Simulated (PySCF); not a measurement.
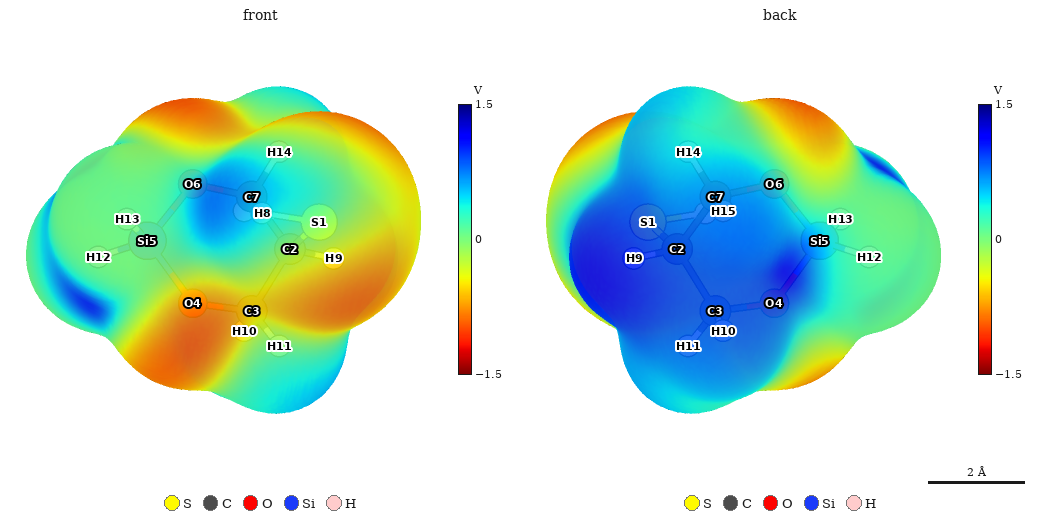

Figure. C3H8O2SSi. The molecular electrostatic potential painted on the density surface at 0.001 e/bohr³, seen from the front and from behind; red is negative and blue positive.

Geometry: GFN2-xTB.

These are results of PBE0/def2-SVPD, SCF density, gas phase in PySCF, not measurements.

```xyz
15

S     0.2899   -1.6508    1.6502
C     0.7436   -0.9160    0.0373
C    -0.4315   -0.9540   -0.9374
O    -1.4678   -0.0813   -0.5967
Si   -1.1895    1.4126    0.0028
O     0.3313    1.4301    0.5989
C     1.2958    0.4974    0.2100
H    -0.6531   -0.7626    1.9513
H     1.5379   -1.5642   -0.3383
H    -0.0587   -0.7058   -1.9411
H    -0.8557   -1.9636   -0.9644
H    -1.2947    2.3893   -1.0762
H    -2.0730    1.5662    1.1421
H     2.0740    0.4982    0.9811
H     1.7471    0.8125   -0.7414
```

### Describe the electrostatic potential map.

The most negative region (about −0.9 V, or −21 kcal/mol for a unit charge) lies over O4 and O6, the most positive (about +1.1 V, or +25 kcal/mol for a unit charge) over Si5, C7 and H9.

### How polar is the molecule by this calculation?

Its dipole moment is 2.04 D.
